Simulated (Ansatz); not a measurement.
# Computed scan of one atom of the cell: CoSi2 (fluorite type, space group Fm-3m)

CoSi2 (fluorite type, space group Fm-3m)

```yaml
crystal:
  lattice:
    - [0.00000, 2.68017, 2.68017]
    - [2.68017, 0.00000, 2.68017]
    - [2.68017, 2.68017, 0.00000]
  atoms:
    - { symbol: Co, position: [0.00000, 0.00000, 0.00000] }
    - { symbol: Si, position: [0.25000, 0.25000, 0.25000] }
    - { symbol: Si, position: [0.75000, 0.75000, 0.75000] }
```

In each cell atom 1 (Co, nearest neighbour Si at 2.321 Å; its periodic images, 3.8 Å or more away, move with it) moves by s·(-0.577, 0.577, -0.577) (towards the nearest neighbour), the rest being held.

All values below come from PBE (plane waves to 420 eV, PAW, scalar-relativistic; Ansatz, a program for electronic structure). k mesh 12×12×12 (Γ-centred), Fermi-Dirac smearing 0.05 eV. E stands for the smeared free energy. Stress and pressure are positive under compression. With partly filled bands, energies and forces of such displacements shift with the k mesh and the smearing. CoSi2 is run without spin polarisation. CoSi2 was relaxed with its symmetry unable to fall. The PAW data are Ansatz's earlier set. The zero of ΔE is the undisplaced structure.

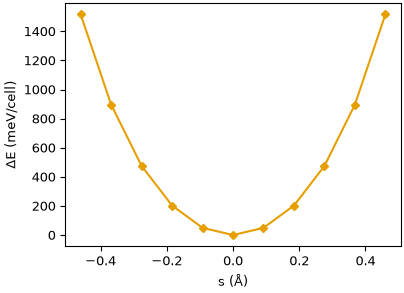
*ΔE (meV/cell) against s (Å); one marker a computed point.*

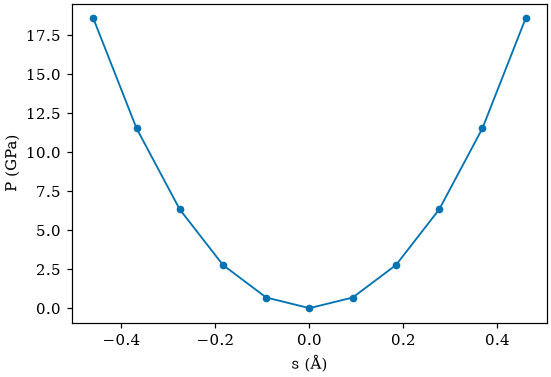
Figure. P (GPa) against s (Å); one marker a computed point.

The energy at s = 0.460 Å is 1516 meV/cell. The force along the line at s = -0.460 Å comes out as 8.06 eV/Å. Shape of the curve: a single well with its minimum at or next to zero displacement. Symmetry of the curve: even: the same for both signs. Harmonic estimate at the end of the scan: ½ks² = 1223 meV/cell against the computed 1516 meV/cell, so the well is stiffer than harmonic there.

With its periodic images moving along, the atom's site symmetry in this cell is m-3m.

(For displaced atoms, the force is minus the slope of the energy, and its curvature is a force constant, which sets phonon frequencies.)
